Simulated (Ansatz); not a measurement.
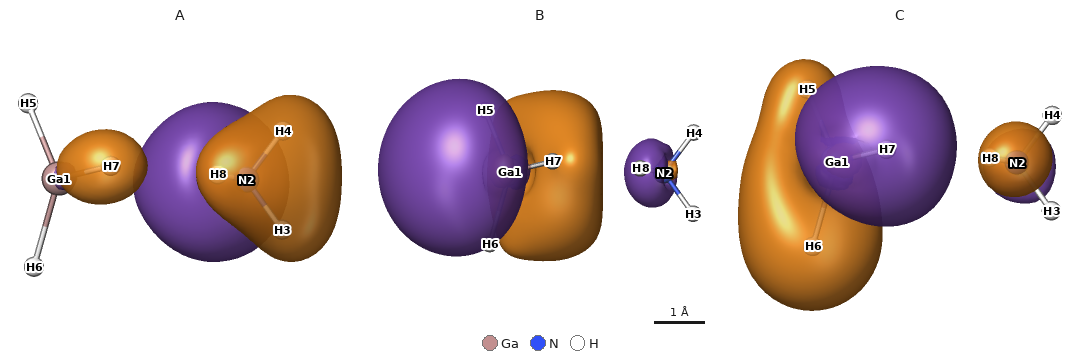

The picture shows: GaH3···NH3. Three frontier orbitals at ±0.08 Å⁻³ᐟ² (orange and purple are the two phases), in no order.

Not at a stationary point (largest force 1.1 eV/Å).

Level of theory: RKS PBE0-D4/def2-SVP in Ansatz.

Input file:

```
crystal:
  periodic: [false, false, false]
  atoms:
    - { symbol: Ga, position_ang: [0.0, 0.0, 0.0] }
    - { symbol: "N", position_ang: [0.0, 0.0, 2.28] }
    - { symbol: H, position_ang: [-0.877, -0.2713, 2.81] }
    - { symbol: H, position_ang: [0.877, 0.2713, 2.81] }
    - { symbol: H, position_ang: [1.3596, 0.0, -0.785] }
    - { symbol: H, position_ang: [-1.3596, 0.0, -0.785] }
    - { symbol: H, position_ang: [-0.2339, 1.7591, 0.5897] }
    - { symbol: H, position_ang: [-0.1834, 1.3794, 1.5756] }
basis:
  gaussian: { orbitals: def2-SVP }
hamiltonian:
  xc: pbe0
  dispersion: d4
relax:
  f_tol: 0.15
  max_steps: 25
  restrain:
    - { distance: [0, 6], at: 1.57, k: 30.0 }
    - { distance: [7, 1], at: 1.06, k: 30.0 }
    - { distance: [0, 1], at: 3.13, k: 30.0 }
    - { distance: [7, 6], at: 1.86, k: 30.0 }
output:
  orbitals: {}
```

Launched as:

```sh
ansatz run input.yaml --threads 1 --pin off --max-ram 2048MiB --backend cpu --events-out ev --progress --plain --runs-dir out
```

The fields are those of the run's last geometry, not of the input's.

### Which picture is the HOMO−1, the HOMO and the LUMO?

C is the HOMO−1 (−8.22 eV). By Hirshfeld shares it lies mainly on Ga1 (about 35 %), H7 (about 35 %) and H6 (about 20 %). A is the HOMO (−7.91 eV). By Hirshfeld shares it lies mainly on N2 (about 75 %); largely a lone pair of N2. B is the LUMO (−1.09 eV). Its weight (Hirshfeld) is mainly on Ga1 (about 75 %).

### What is the HOMO–LUMO gap?

6.82 eV between the orbital energies.
